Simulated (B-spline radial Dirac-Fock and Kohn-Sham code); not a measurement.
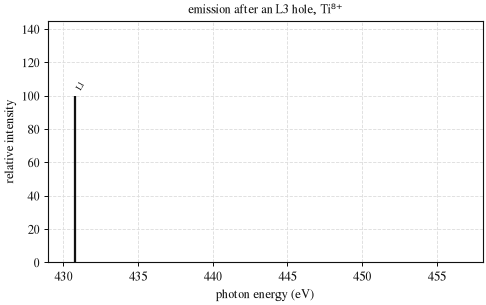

X-ray emission lines that fill an L3 (2p3/2) hole, as sticks. Multiplet splitting by the open shell is left out. The figure is for Ti⁸⁺, configuration [Ne] 3s2 3p2. Computed with a B-spline radial atomic code: independent-particle rates on relativistic LDA orbitals of the hole state (multipoles to L = 3), energies from Dirac–Fock ΔSCF.

**How far apart are L3-M1 (Ll) and L3-M2, and what is their intensity ratio?**

24.6 eV apart, with L3-M2 at 2.1 × 10⁻⁴ of the intensity of L3-M1.
